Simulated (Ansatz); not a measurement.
Input

```
crystal:
  periodic: [false, false, false]
  atoms:
    - { symbol: B, position_ang: [-1.32531, -0.14605, -0.95887] }
    - { symbol: C, position_ang: [-0.17581, -0.01475, -0.11001] }
    - { symbol: Si, position_ang: [1.23921, 0.13923, 0.90337] }
    - { symbol: H, position_ang: [-2.41437, 0.03119, -0.54893] }
    - { symbol: H, position_ang: [-1.20597, -0.43962, -2.09305] }
    - { symbol: H, position_ang: [1.5112, -0.61327, 2.13224] }
    - { symbol: H, position_ang: [2.37105, 1.04327, 0.67525] }
magnetization:
  spin_polarized: true
  initial_magnetization: 1
basis:
  gaussian: { orbitals: def2-SVP }
hamiltonian:
  xc: b3lyp
relax:
  f_tol: 0.02
  max_steps: 40
output:
  orbitals: {}
```

Run with:

```sh
ansatz run input.yaml --threads 1 --pin off --max-ram 2048MiB --backend cpu --events-out ev --progress --plain --runs-dir out
```

The fields are those of the relaxed geometry.

Theory: UKS B3LYP/def2-SVP in Ansatz.

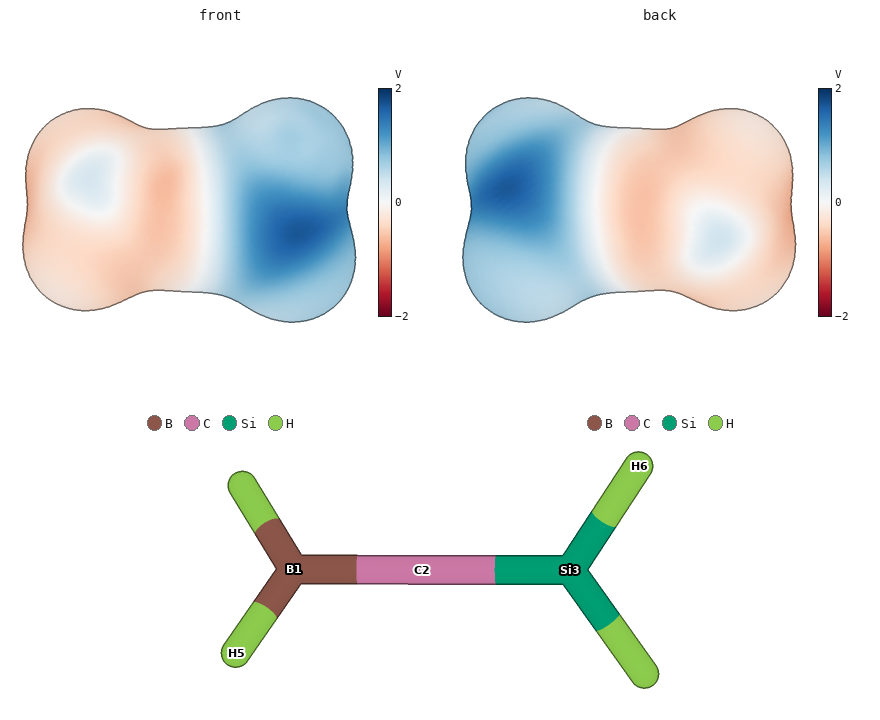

CH4BSi (SMILES B[C]=[SiH2]) (doublet). The electrostatic potential painted on the density surface at 0.002 e/bohr³, seen from the front and from behind; the colour scale runs from red (negative) to blue (positive). The bare structure is drawn below in the same view.

Question: Describe the electrostatic potential map.

Answer: The most negative region (about −0.7 V) lies over H5, the most positive (about +1.7 V) over Si3.
